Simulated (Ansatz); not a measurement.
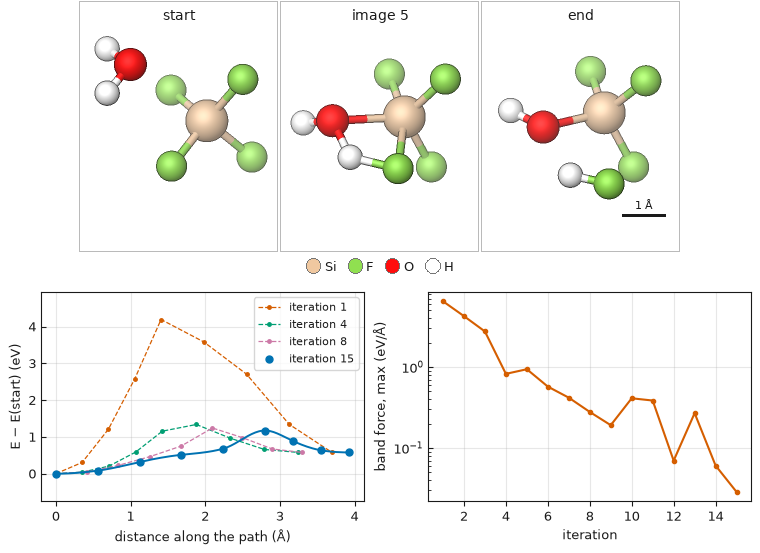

NEB run on SiH2OF4, made up of SiF4 and H₂O. Images are numbered from 0 (start) to 8 (end). The plot follows the band through its iterations. Style: ball-and-stick. Shown from a free direction.

Computed with RKS B3LYP-D4/6-31G* in Ansatz. Set-up: 7 movable images; climbing image; force threshold 0.03 eV/Å; iteration limit 60; starting path through a guess of the saddle point.

### How did the profile develop, and is the result final?

The result is final at these settings. The band converged in 15 iterations. The largest component of the band force went from 6.5 to 0.029 eV/Å. The climbing image converged on the top of the path. Its vibrational analysis gives one imaginary mode (831i cm⁻¹), as a transition state must have. The first iteration put the highest image at 4.19 eV. The energy climbs by 1.17 eV to image 5 and then falls by 0.60 eV, so the end point sits at +0.58 eV.

Limits of the set-up: the start holds two separate molecules, 2.5 Å apart at their closest, whose relative position is a soft coordinate.

The run took 3.9 min on 2 threads of Arm Neoverse V2, on a shared host, peak memory 0.2 GiB.
